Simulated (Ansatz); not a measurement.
**Hypothetical CsCl type FeAs: response to strain**

Consider FeAs in the CsCl type structure (space group Pm-3m, No. 221; a = 2.905 Å; ferromagnetic; a hypothetical phase, not in the database extracts checked; relaxed with 0.1 eV smearing). Axes: x, y, z lie along the cube axes.

Strains are applied to the cell and any free atomic positions relax; under biaxial strain the out-of-plane vector relaxes too.

Level of theory: PBEsol in Ansatz (plane waves to 420 eV, PAW, spin-orbit coupling left out).

Notes on the quantities. energy relative to the base: free energy F.

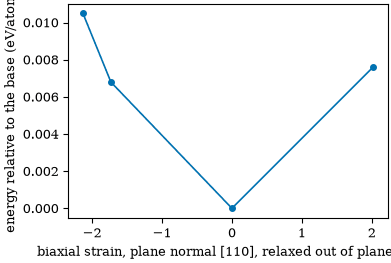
Energy relative to the base against biaxial strain, plane normal [110], relaxed out of plane

Problem. From the plot, what is the energy relative to the base for biaxial strain +2.02 %, plane normal [110], relaxed out of plane?

Solution. About 0.0076 eV/atom.

Problem. Is the trend monotonic over the range shown?

Solution. No, it turns within the range, spanning 0 meV/atom to +10 meV/atom.

The magnetic state is the one reached from the starting moments; the real material's order can differ, and small cells can't hold many antiferromagnetic ones. Stability against distortions was not tested.

Ansatz is a first-principles code.
